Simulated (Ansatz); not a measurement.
# Tunnelling decay and corrugation (ordered overlayer): Rh(111)-(√3×√3)R30°-La, hcp site; Ru(0001)-c(4x2)-C, fcc site; and others

A simple barrier model says that the current falls as exp(−2κz) with κ = 0.512 √φ (Å⁻¹, φ in eV). How well does that hold over real surfaces, and how fast does atomic contrast fade as the tip draws back?

Set-up. Ansatz 0.2.0, plane waves with PAW datasets (its set soft_2), functional as listed; relaxed slabs, Tersoff-Hamann images of the filled states within the window listed under the Fermi level. κ is fitted to the planar mean between 3 and 5 Å over the top atom; the model's barrier is the work function plus half the window. A setpoint is the mean density at the height named.

Results:

| surface | functional | work function (eV) | window (eV) | κ, model (Å⁻¹) | κ, fitted (Å⁻¹) | near setpoint (Å): corrugation (Å) | far setpoint (Å): corrugation (Å) |
| --- | --- | --- | --- | --- | --- | --- | --- |
| Rh(111)-(√3×√3)R30°-La, hcp site | PBE-D3(BJ) | 2.48 | 0.40 | 0.84 | 0.77 | 2.5: 0.254 | 4: 0.089 |
| Fe(110)-(rectangular two-atom cell)-Li, hollow site | LDA | 2.53 | 0.30 | 0.84 | 0.81 | 2.5: 0.191 | 4: 0.057 |
| W(110)-(2x1)-Cl, hollow site | PBE | 4.20 | 0.40 | 1.07 | 1.24 | 3: 0.864 | 5: 0.520 |
| Ir(110)-(2x1)-As, longbridge site | PBE | 4.38 | 0.40 | 1.10 | 1.21 | 3: 0.981 | 5: 0.498 |
| Co(0001)-(√3×√3)R30°-Te, hcp site | PBE-D3(BJ) | 4.49 | 0.40 | 1.11 | 1.18 | 3: 0.348 | 4.5: 0.126 |
| Ru(0001)-(2x2)-Te, fcc site | PBE | 4.51 | 0.20 | 1.10 | 1.20 | 3: 1.038 | 5: 0.390 |
| Pt(111)-(2x2)-S, hcp site | PBE | 4.97 | 0.20 | 1.15 | 1.35 | 2.5: 1.034 | 4: 0.606 |
| Ag(110)-(1x3)-O, hollow site | PBEsol | 5.06 | 0.50 | 1.18 | 1.25 | 3: 0.284 | 4.5: 0.214 |
| Pd(110)-(3x1)-S, longbridge site | PBE | 5.07 | 0.40 | 1.18 | 1.34 | 3: 1.020 | 4.5: 0.614 |
| Ru(0001)-c(4x2)-C, fcc site | PBE | 5.43 | 0.20 | 1.20 | 1.35 | 3: 0.315 | 4.5: 0.137 |

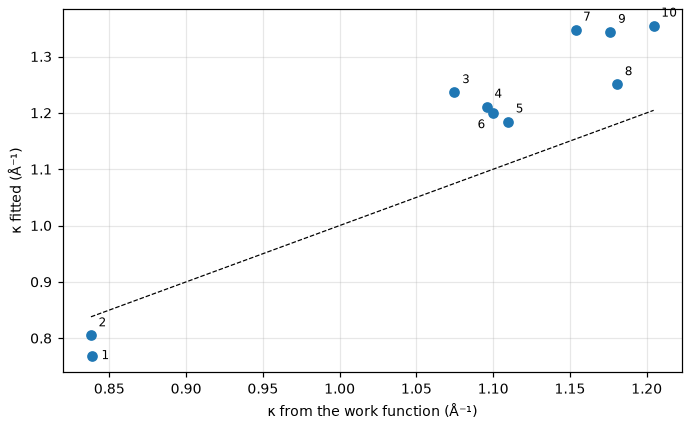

Fitted against model decay constants; points are numbered as the table's rows, and the dashed line marks equality.

**Reading.** The fitted κ is 0.92 to 1.17 times the model's, and larger in 8 of 10. Momentum along the surface adds to κ² and raises it, while a barrier that has not reached its full height this near the surface lowers it. Worked for Rh(111)-(√3×√3)R30°-La, hcp site: 0.512 × √(2.48 + 0.20) = 0.84 Å⁻¹; with the fitted 0.77 Å⁻¹ the current falls by exp(2 × 0.77) = 4.7 per Å. Where it is still over 0.005 Å at the far setpoint (10 rows), the corrugation falls by a factor of 1.2 to 2.2 per Å.

Caveats: The model has an s-wave tip and no forces between tip and sample. Semilocal potentials reach the vacuum level too fast, without an image tail. The surfaces are built from prototypes and need not be the stable ones; functionals, windows and heights differ between rows (the narrowest window from 0.2 eV on is taken, and runs with charge in the vacuum are left out), and rows with Cr, Mn, Fe, Co, Ni or Gd rest on one magnetic start or none. The table is a selection: not every member that was run is listed.
